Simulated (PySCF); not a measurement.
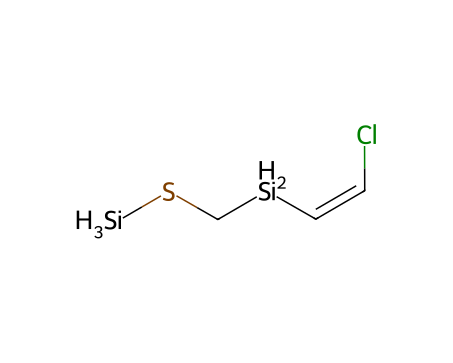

Structural formula above. The geometry was computed by an optimisation with GFN2-xTB. No frequency run is at hand to confirm it as a minimum.

Describe the 3D structure.

Formula C3H9ClSSi2. Its SMILES string is `[SiH3]SC[SiH2]/C=C\Cl`. It has no ring. Among its groups: alkene, C–Cl bond, Si–H bond. The point group is C1. Coordination: 2 Si tetrahedral; 1 S bent; 1 C tetrahedral; 2 C trigonal planar.

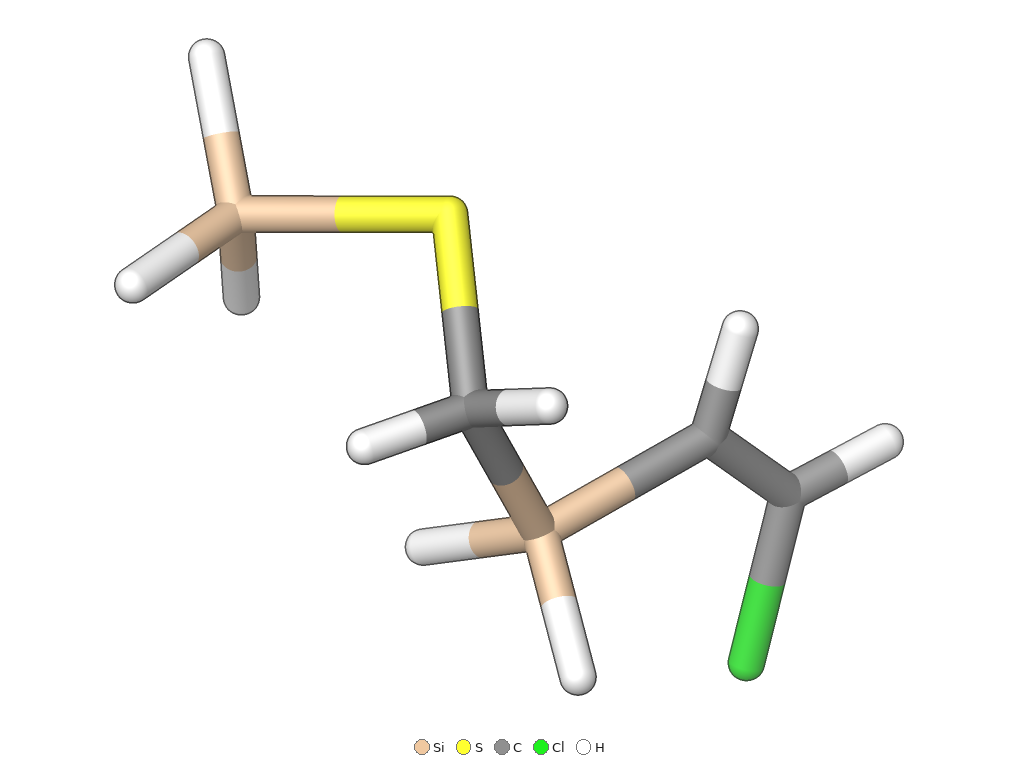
